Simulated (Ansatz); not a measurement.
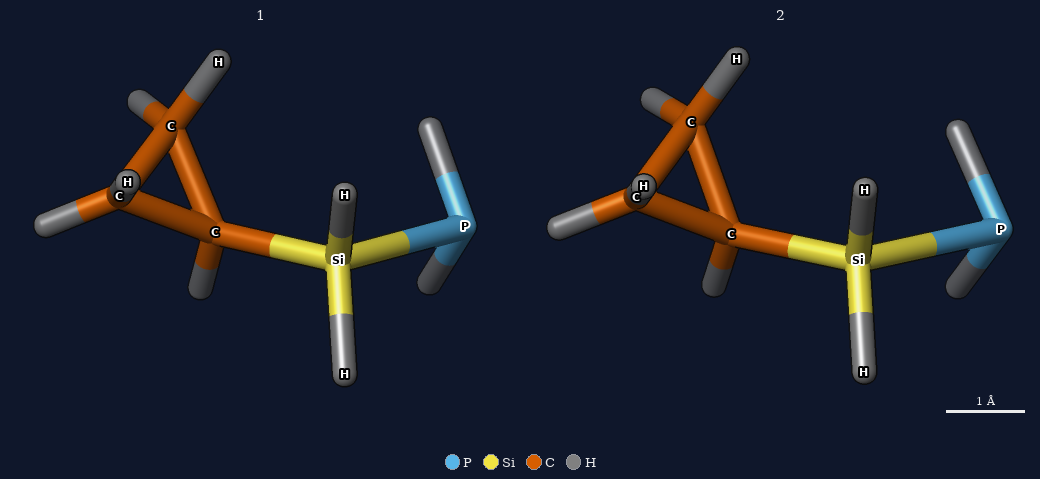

Two geometries of C₃H₉PSi (coarse preliminary run), drawn at one scale. One is the start of a relaxation, the other its converged end. A stick model, seen from a free direction.

Method: RKS PBE-D4/def2-SVP (Ansatz 0.2.0). (force threshold 0.03 eV/Å; at most 200 steps)

Which one is relaxed?

Answer. Structure 2 is the relaxed one. The start comes from a force field. The largest move after the best rigid fit is that of the P atom, 0.21 Å. By element the largest moves are P 0.21 Å, H 0.13 Å, C 0.06 Å, Si 0.06 Å. Among the contacts that change: P–Si 2.151 → 2.284 Å, C–C 1.436 → 1.504 Å, H–Si 1.457 → 1.509 Å, C–H 1.050 → 1.102 Å. Among the angles between lasting bonds that change: P–Si–C 106.8° → 114.0°, Si–P–H 99.5° → 92.3°, Si–P–H 99.0° → 91.9°. The energy falls by 0.529 eV in 4 accepted moves (5 points after the start). Largest force component: 3 eV/Å at the start, 0.023 eV/Å at the end. The line search rejected the trial step at point 2 of the run.
